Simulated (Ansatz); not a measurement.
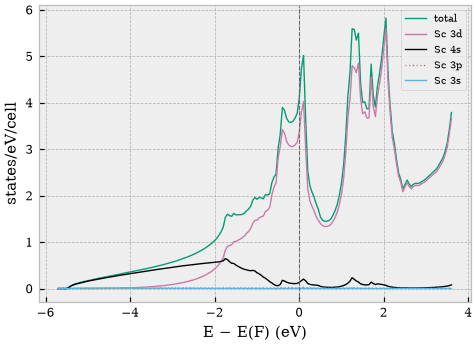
Figure: Total and projected density of states of Sc (hcp (Mg type), P6_3/mmc), r²SCAN+D4 (plane waves, PAW; program Ansatz)

### Question
Which orbitals carry the states next to the Fermi level?

### Answer
Within 0.5 eV of the Fermi level: Sc 3d 85 %, outside the projected shells 11 %. Projections are on Löwdin-orthogonalised atomic valence shells; empty p or d shells of many metals are not among them.

### Question
Where is the tallest occupied peak in this window, and what makes it?

### Answer
Near -0.4 eV, about 3.9 states/eV per cell; the largest projected share is Sc 3d.

The r²SCAN+D4 relaxation kept the symmetry of its start. No spin polarisation was allowed. The pairwise dispersion correction was not fitted to metals.

Potentials: the earlier of the program's two PAW sets.
